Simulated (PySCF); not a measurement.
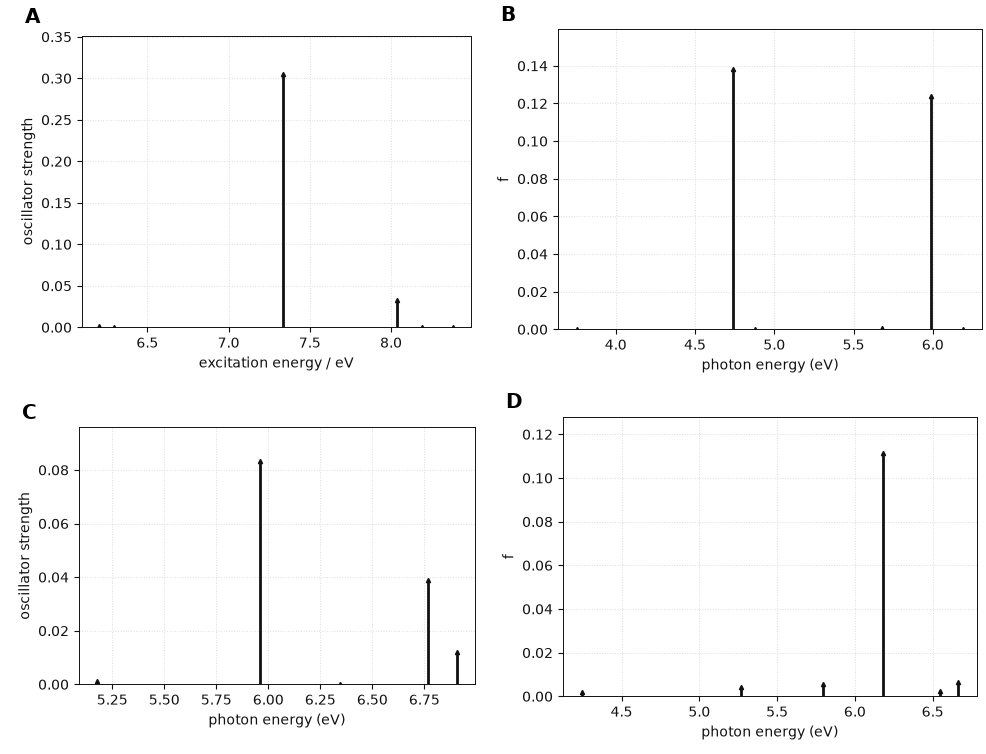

Vertical TDDFT excitations, PBE0/def2-SVPD with PySCF 2.14.0, at a GFN2-xTB geometry (no frequency check), gas phase. Each panel shows the lowest singlet states that were computed.

### Assign the panels.
1. C₂H₂N₂S, SMILES c1ncsn1
2. B₂NH₅, SMILES BNB
3. C₇H₆O, SMILES CC#CC1=CCC1=O
4. C₅H₃F₃O₂, SMILES O=C1CO[C@H]1C(F)=C(F)F

A: 2 (S1 at 6.21 eV, brightest at 7.33 eV)
B: 3 (S1 at 3.76 eV, brightest at 4.74 eV)
C: 1 (S1 at 5.18 eV, brightest at 5.96 eV)
D: 4 (S1 at 4.24 eV, brightest at 6.18 eV)

Limits of at least one run: core orbitals are frozen in the response; one conformer of a flexible molecule; the tight-binding geometry is rougher than a DFT one and adds to the error.
